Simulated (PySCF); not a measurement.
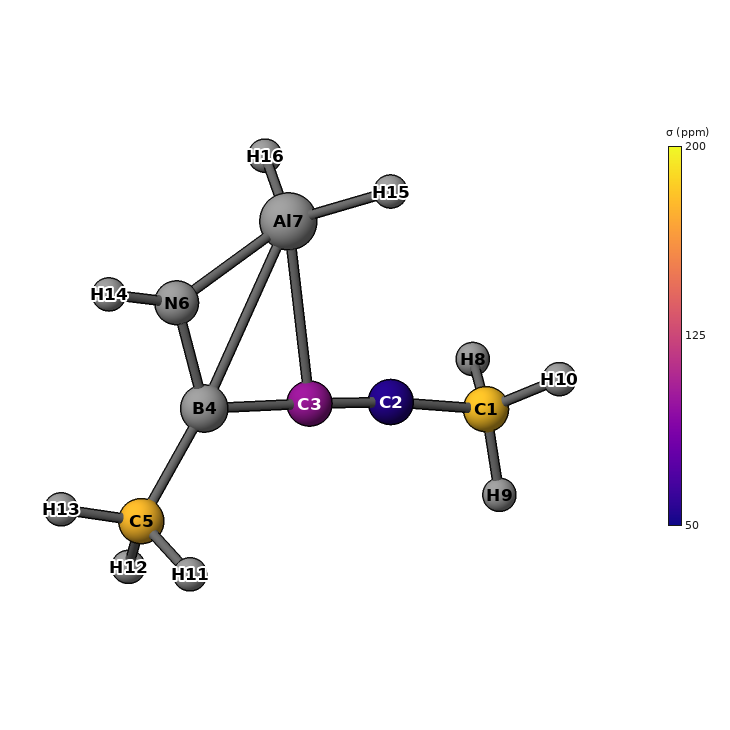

Atoms are coloured by their isotropic NMR shieldings (C only, the others grey). Computed geometry: GFN2-xTB optimisation. No frequency run is at hand to confirm it as a minimum. Method: GIAO PBE0/pcSseg-1 NMR shielding, non-relativistic, gas phase (PySCF 2.14.0).

Question: Which C atom is the most shielded (lowest chemical shift)?

Answer: C1 (180.8 ppm).

Question: Which C atom is the least shielded (highest chemical shift)?

Answer: C2 (56.1 ppm).

Question: How wide is the range of C shifts?

Answer: 124.7 ppm.

List the isotropic NMR shieldings of the C atoms.

```tsv
atom	σ (ppm)
C1	180.8
C2	56.1
C3	101.1
C5	178.2
```

The geometry is semi-empirical. Around Al, B such bond lengths and angles can be off by a tenth of an ångström or more and by several degrees, and values that hang on the shape move with them.
